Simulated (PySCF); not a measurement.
**Run report: C$_{6}$H$_{5}$NS, excited-state calculation**

System: C$_{6}$H$_{5}$NS, SMILES CC#Cc1ccsn1.
Method: TDDFT BP86/def2-SVP, vertical, gas phase, core orbitals frozen in the response (PySCF 2.14.0).

The geometry comes from this level: GFN2-xTB. It belongs to a series of runs on one base structure; here: BP86/def2-SVP; 1 states.

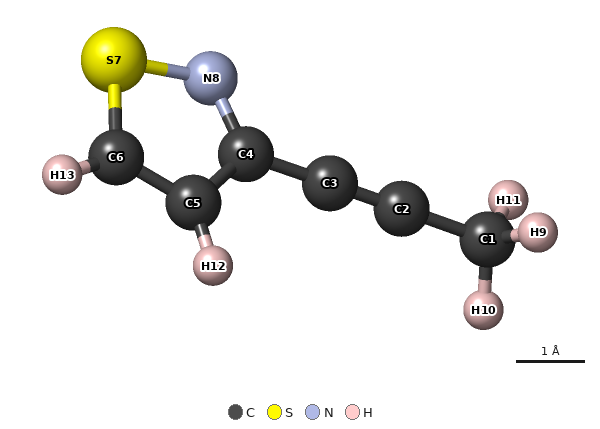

Figure 1. The structure (ball-and-stick view, seen at a tilt; atoms are numbered from 1 in the order of the input). Bond lengths as drawn: C–C 1.20 to 1.44 Å, C–H 1.07 to 1.09 Å, C–N 1.32 Å, C–S 1.72 Å and N–S 1.62 Å.

## Key numbers

| quantity | value |
| --- | --- |
| outcome | converged |
| total energy | −684.217470 hartree |
| HOMO | −5.78 eV |
| LUMO | −1.91 eV |
| dipole moment | 2.16 D |
| mean polarisability | 86.92 a.u. |
| lowest excitation | 4.59 eV |
| hardware | 1 CPU thread, shared host |
| wall time | 27 s |
| peak memory | 0.5 GiB |

Settings chosen away from the usual ones: BP86/def2-SVP; 1 states.

## Input file
```
{"job": {"kind": "uv", "xc": "BP86", "basis": "def2-SVP", "nstates": 1, "ntriplets": 0, "tda": false}, "charge": 0, "multiplicity": 1}
C     -3.131779    -0.092359     0.036399
C     -1.700527     0.087802     0.050889
C     -0.506220     0.233976     0.061221
C      0.894076     0.392317     0.070531
C      1.814573    -0.663390    -0.183446
C      3.087971    -0.194714    -0.102755
S      3.061323     1.482158     0.273145
N      1.439927     1.562980     0.322244
H     -3.479849    -0.224197    -0.988277
H     -3.403643    -0.974000     0.617021
H     -3.620442     0.781678     0.465818
H      1.527082    -1.674418    -0.404210
H      4.013122    -0.717345    -0.236309
```

The first line tells a small driver script what to run in PySCF; the rest is the geometry in Å.

Command:
```bash
OMP_NUM_THREADS=1 python <driver script> task.json out
```

## Log
```
coarse grid: 12304 points
cycle   1  E = -684.0287636477  dE =  1.243e+00  |g| = 5.522e-01  |ddm| = 4.790e+00
cycle   2  E = -683.8656970611  dE =  1.631e-01  |g| = 9.218e-01  |ddm| = 2.026e+00
cycle   3  E = -684.0927779272  dE = -2.271e-01  |g| = 2.829e-01  |ddm| = 1.533e+00
cycle   4  E = -684.1126437968  dE = -1.987e-02  |g| = 1.059e-01  |ddm| = 3.968e-01
cycle   5  E = -684.1146460013  dE = -2.002e-03  |g| = 6.001e-02  |ddm| = 1.743e-01
cycle   6  E = -684.1156247718  dE = -9.788e-04  |g| = 1.593e-02  |ddm| = 7.465e-02
cycle   7  E = -684.1156789899  dE = -5.422e-05  |g| = 5.662e-03  |ddm| = 2.111e-02
cycle   8  E = -684.1156872267  dE = -8.237e-06  |g| = 1.273e-03  |ddm| = 7.840e-03
final grid: 116848 points
cycle   9  E = -684.2174613801  dE = -2.575e-05  |g| = 5.831e-03  |ddm| = 4.889e-02
cycle  10  E = -684.2174234002  dE =  3.798e-05  |g| = 1.264e-02  |ddm| = 2.151e-02
cycle  11  E = -684.2174679577  dE = -4.456e-05  |g| = 3.097e-03  |ddm| = 1.832e-02
cycle  12  E = -684.2174703514  dE = -2.394e-06  |g| = 5.563e-04  |ddm| = 3.784e-03
cycle  13  E = -684.2174704485  dE = -9.711e-08  |g| = 2.068e-04  |ddm| = 8.962e-04
cycle  14  E = -684.2174704580  dE = -9.504e-09  |g| = 7.152e-05  |ddm| = 2.788e-04
cycle  15  E = -684.2174704594  dE = -1.382e-09  |g| = 2.147e-05  |ddm| = 1.074e-04
cycle  16  E = -684.2174704596  dE = -1.342e-10  |g| = 3.707e-06  |ddm| = 3.051e-05
```

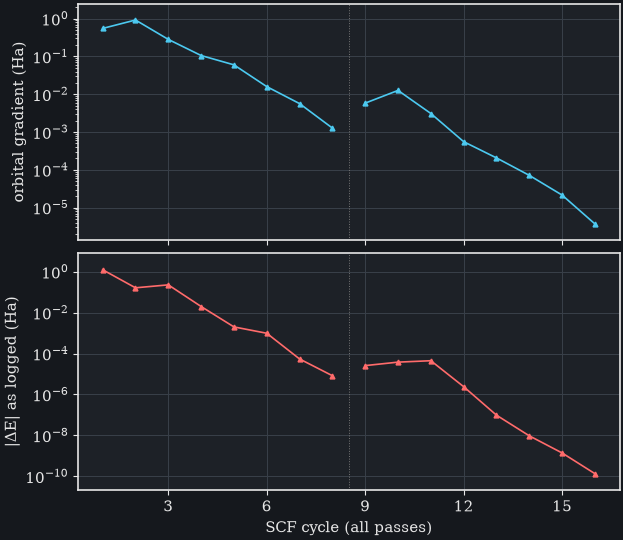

Figure 2. Convergence of the self-consistent field: orbital gradient and size of the energy change against the SCF cycle. The dotted line marks the change from a coarse to the final integration grid. The first 8 cycles use a coarse grid, the final grid takes over at cycle 9, and the field converges after 16 cycles in all.

```
converged SCF energy = -684.2174704596

Static polarisability (au): isotropic 86.925, principal 42.038 69.673 149.063

Singlet excitations
state   eV       nm        f      main configurations
  1   4.5920    270.0   0.14893   H->L 0.83
```

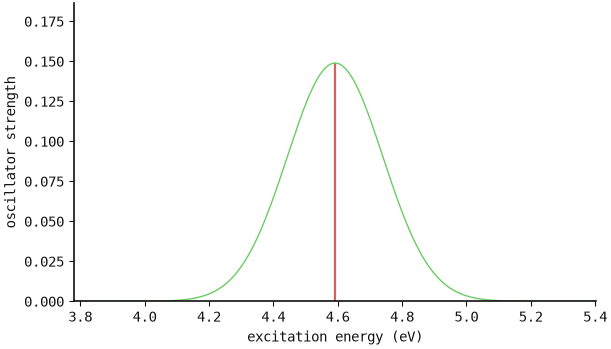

Figure 3. Computed excitations as sticks (degenerate states added up, dark ones marked on the axis), with a Gaussian envelope of 0.35 eV full width at half maximum, scaled to the tallest. Of the 1 states the lowest lies at 4.59 eV (f = 0.149); the strongest line is at 4.59 eV, or 270 nm (f = 0.149).

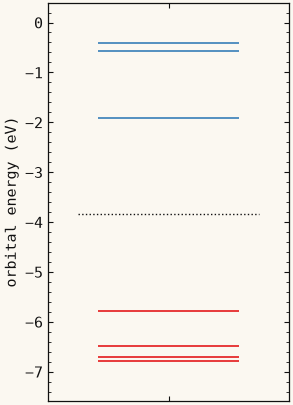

Figure 4. Orbital energies near the frontier; the dotted line parts filled from empty levels, and levels within 0.02 eV of each other stand side by side. Highest filled −5.78 eV, lowest empty −1.91 eV, 3.87 eV apart.
